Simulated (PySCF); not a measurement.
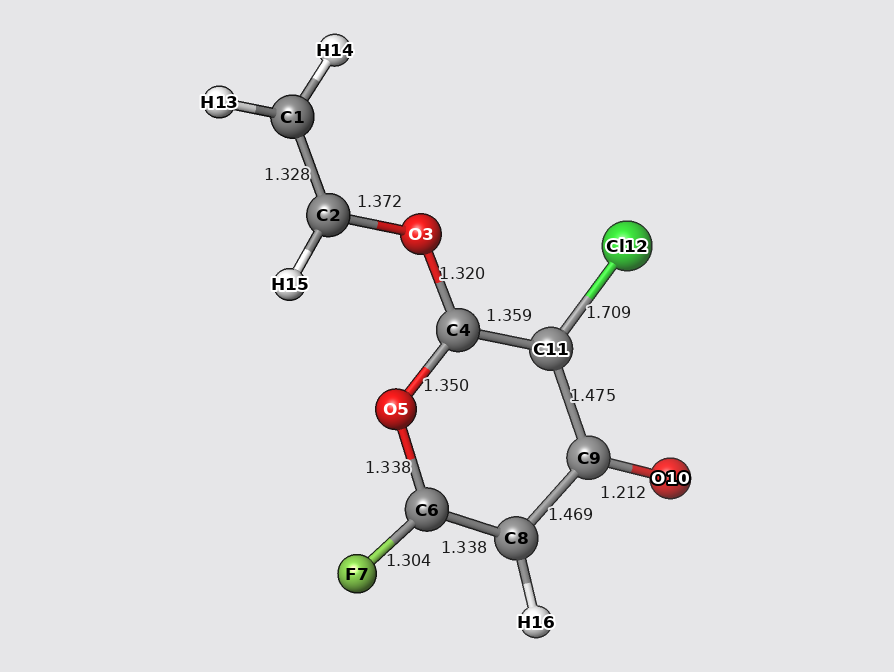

The numbers beside the sticks are distances in Å. Sticks don't show bond order. The geometry was computed by an optimisation with PBE0-D3(BJ)/def2-SVP. No frequency run is at hand to confirm it as a minimum.

**Assign a bond order to each marked bond.**

C1–C2 double; C2–O3 single; O3–C4 single; C4–O5 aromatic; C4–C11 aromatic; O5–C6 aromatic; C6–F7 single; C6–C8 aromatic; C8–C9 aromatic; C9–O10 double; C9–C11 aromatic; C11–Cl12 single.

**Write the SMILES.**

C=COc1oc(F)cc(=O)c1Cl
